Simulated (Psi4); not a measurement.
Single-point calculation, with input and output: NF$_{3}$

- system: NF$_{3}$, SMILES FN(F)F
- method: wB97X-D/cc-pVDZ, RKS (Psi4 1.11)

The geometry comes from this level: PBE0-D4/def2-TZVP.

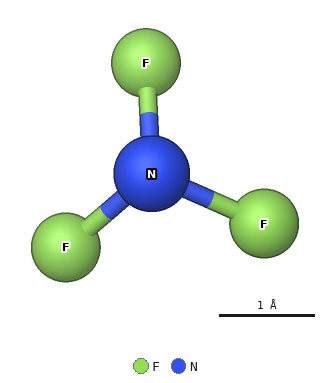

Fig. 1: The input geometry (ball-and-stick view, seen on its broad side). Bond lengths as drawn: F–N 1.36 Å.

### Key numbers

- outcome: converged
- total energy: −353.997883 hartree
- dispersion energy: −0.000158 hartree
- basis functions: 56
- HOMO: −11.87 eV
- LUMO: 3.18 eV
- dipole moment: 0.15 D
- hardware: 1 thread of Intel Xeon @ 2.70GHz, 189 GiB of memory available, shared host
- wall time: 9 s
- peak memory: 0.59 GiB

### The input (calc.dat)
```
memory 1.6 GB

molecule molecule1 {
  F      1.16031074     0.00064251     2.01620549
  N      0.66786701    -0.14012319    -0.50313958
  F     -1.20239494    -1.90199045    -0.59004809
  F     -0.62578281     2.04149003    -0.92301783
  units bohr
  symmetry c1
}

set globals {
  basis                cc-pVDZ
  reference            rks
  puream               true
  scf_type             pk
  dft_radial_points    99
  dft_spherical_points 590
}

energy('wb97x-d')
```

Launched with:
```bash
psi4 -n 1 calc.dat calc.out
```

### Log
```
Psi4 1.11 release

   => Loading Basis Set <=

    Name: CC-PVDZ
    Role: ORBITAL
    Keyword: BASIS

   => WB97X-D: Empirical Dispersion <=

    Chai and Head-Gordon Dispersion Correction

        s6 =       1.000000

         ---------------------------------------------------------
                                   SCF
                              RKS Reference
                        1 Threads,   1525 MiB Core
         ---------------------------------------------------------

  ==> Geometry <==

    Molecular point group: c1
    Full point group: C1

    Geometry (in Bohr), charge = 0, multiplicity = 1:

       Center              X                  Y                   Z               Mass
    ------------   -----------------  -----------------  -----------------  -----------------
         F            1.207300827433    -0.009221397860     1.980805371842    18.998403162730
         N            0.714857097433    -0.149987097860    -0.538539698158    14.003074004430
         F           -1.155404852567    -1.911854357860    -0.625448208158    18.998403162730
         F           -0.578792722567     2.031626122140    -0.958417948158    18.998403162730

  Running in c1 symmetry.

  Rotational constants: A =      0.36200  B =      0.36198  C =      0.19811 [cm^-1]
  Rotational constants: A =  10852.55566  B =  10852.01151  C =   5939.18195 [MHz]
  Nuclear repulsion =  134.276059561418833

  Charge       = 0
  Multiplicity = 1
  Electrons    = 34
  Nalpha       = 17
  Nbeta        = 17

  ==> Algorithm <==

  SCF Algorithm Type is PK.
  DIIS enabled.
  MOM disabled.
  Fractional occupation disabled.
  Guess Type is SAD.
  Energy threshold   = 1.00e-06
  Density threshold  = 1.00e-06
  Integral threshold = 1.00e-12

  ==> Primary Basis <==

  Basis Set: CC-PVDZ
    Blend: CC-PVDZ
    Number of shells: 24
    Number of basis functions: 56
    Number of Cartesian functions: 60
    Spherical Harmonics?: true
    Max angular momentum: 2

  ==> DFT Potential <==

   => LibXC <=

    Version 7.1.2

   => Composite Functional: WB97X-D <=

    wB97X-D Hyb-GGA Exchange-Correlation Functional

    Deriv               =              1
    GGA                 =           TRUE
    Meta                =          FALSE

    Exchange Hybrid     =           TRUE
    MP2 Hybrid          =          FALSE

   => Exchange-Correlation Functionals <=

    1.0000   wB97X-D range-separated functional

   => Exact (HF) Exchange <=

    0.7780            HF,LR [omega = 0.2000]
    0.2220               HF

   => LibXC Density Thresholds  <==

    XC_HYB_GGA_XC_WB97X_D:  1.00E-14

   => Molecular Quadrature <=

    Radial Scheme          =       TREUTLER
    Pruning Scheme         =           NONE
    Nuclear Scheme         =       TREUTLER

    Blocking Scheme        =         OCTREE
    BS radius alpha        =              1
    Pruning alpha          =              1
    Radial Points          =             99
    Spherical Points       =            590
    Total Points           =         221802
    Total Blocks           =           1699
    Max Points             =            256
    Max Functions          =             56
    Weights Tolerance      =       1.00E-15

  ==> Integral Setup <==

  Using in-core PK algorithm.
   Calculation information:
      Number of atoms:                   4
      Number of AO shells:              24
      Number of primitives:             88
      Number of atomic orbitals:        60
      Number of basis functions:        56

      Integral cutoff                 1.00e-12
      Number of threads:                 1

  Performing in-core PK
  Using 3823218 doubles for integral storage.
  We computed 44844 shell quartets total.
  Whereas there are 45150 unique shell quartets.

  Computing range-separated integrals for PK
  We computed 44844 wK shell quartets total.
  Whereas there are 45150 wK unique shell quartets.

  ==> DiskJK: Disk-Based J/K Matrices <==

    J tasked:                  Yes
    K tasked:                  Yes
    wK tasked:                 Yes
    Omega:               2.000E-01
    Memory [MiB]:              810
    Schwarz Cutoff:          1E-12

  Cached 100.0% of DFT collocation blocks in 0.326 [GiB].

  Minimum eigenvalue in the overlap matrix is 1.1597658304E-02.
  Reciprocal condition number of the overlap matrix is 3.5723389020E-03.
    Using symmetric orthogonalization.

  ==> Pre-Iterations <==

  SCF Guess: Superposition of Atomic Densities via on-the-fly atomic UHF (no occupation information).

   -------------------------
    Irrep   Nso     Nmo
   -------------------------
     A         56      56
   -------------------------
    Total      56      56
   -------------------------

  ==> Iterations <==

                        Total Energy        Delta E     RMS |[F,P]|

   @RKS iter SAD:  -353.56314133666291   -3.53563e+02   0.00000e+00
   @RKS iter   1:  -353.88681364528060   -3.23672e-01   1.01303e-02 ADIIS/DIIS
   @RKS iter   2:  -353.81928416012704    6.75295e-02   1.33737e-02 ADIIS/DIIS
   @RKS iter   3:  -353.99727317673501   -1.77989e-01   7.68327e-04 ADIIS/DIIS
   @RKS iter   4:  -353.99785828196474   -5.85105e-04   1.14794e-04 ADIIS/DIIS
   @RKS iter   5:  -353.99788045883912   -2.21769e-05   3.93141e-05 DIIS
   @RKS iter   6:  -353.99788300304692   -2.54421e-06   7.51195e-06 DIIS
   @RKS iter   7:  -353.99788318681215   -1.83765e-07   1.39133e-06 DIIS
   @RKS iter   8:  -353.99788319619762   -9.38547e-09   2.19044e-07 DIIS
  Energy and wave function converged.

  ==> Post-Iterations <==

   Electrons on quadrature grid:
      Ntotal   =   34.0000000536 ; deviation = 5.355e-08

    Orbital Energies [Eh]
    ---------------------

    Doubly Occupied:

       1A    -24.896462     2A    -24.896442     3A    -24.896442
       4A    -14.731356     5A     -1.493664     6A     -1.355786
       7A     -1.355780     8A     -0.922861     9A     -0.725745
      10A     -0.725743    11A     -0.680460    12A     -0.581554
      13A     -0.581552    14A     -0.533740    15A     -0.533739
      16A     -0.518914    17A     -0.436138

    Virtual:

      18A      0.116803    19A      0.116813    20A      0.124644
      21A      0.724156    22A      0.724159    23A      0.755790
      24A      0.950815    25A      1.108603    26A      1.108605
      27A      1.133201    28A      1.232148    29A      1.232156
      30A      1.356839    31A      1.397410    32A      1.403814
      33A      1.403816    34A      1.726104    35A      1.726109
      36A      1.767850    37A      2.096211    38A      2.096259
      39A      2.261706    40A      2.261711    41A      2.758105
      42A      3.556302    43A      3.588113    44A      3.588117
      45A      3.590759    46A      3.597379    47A      3.604508
      48A      3.604514    49A      3.644019    50A      3.644020
      51A      3.919194    52A      3.919212    53A      3.933328
      54A      4.106865    55A      4.284342    56A      4.284365

    Final Occupation by Irrep:
              A
    DOCC [    17 ]
    NA   [    17 ]
    NB   [    17 ]

  @RKS Final Energy:  -353.99788319619762

   => Energetics <=

    Nuclear Repulsion Energy =            134.2760595614188333
    One-Electron Energy =                -758.3081003727825191
    Two-Electron Energy =                 297.0782957234707169
    DFT Exchange-Correlation Energy =     -27.0439804687909451
    Empirical Dispersion Energy =          -0.0001576395137136
    VV10 Nonlocal Energy =                  0.0000000000000000
    Total Energy =                       -353.9978831961976198

Computation Completed

Properties will be evaluated at   0.000000,   0.000000,   0.000000 [a0]

Properties computed using the SCF density matrix

 Multipole Moments:

 ------------------------------------------------------------------------------------
     Multipole            Electronic (a.u.)      Nuclear  (a.u.)        Total (a.u.)
 ------------------------------------------------------------------------------------

 L = 1.  Multiply by 2.5417464519 to convert [e a0] to [Debye]
 Dipole X            :         -0.2149767            0.2619290            0.0469523
 Dipole Y            :          0.0451667           -0.0549564           -0.0097897
 Dipole Z            :          0.1619662           -0.1973249           -0.0353587
 Magnitude           :                                                    0.0595869

 ------------------------------------------------------------------------------------

	total time  =          6 seconds =       0.10 minutes

    Psi4 run time: 0:00:06.94
```

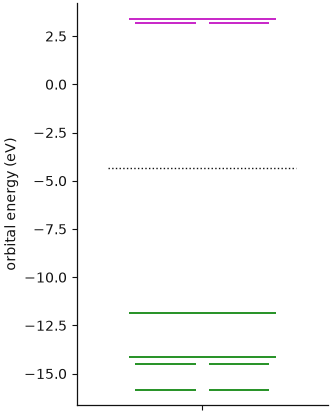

Fig. 2: Orbital energies near the frontier; the dotted line parts filled from empty levels, and levels within 0.02 eV of each other stand side by side. Highest filled −11.87 eV, lowest empty 3.18 eV, 15.05 eV apart.
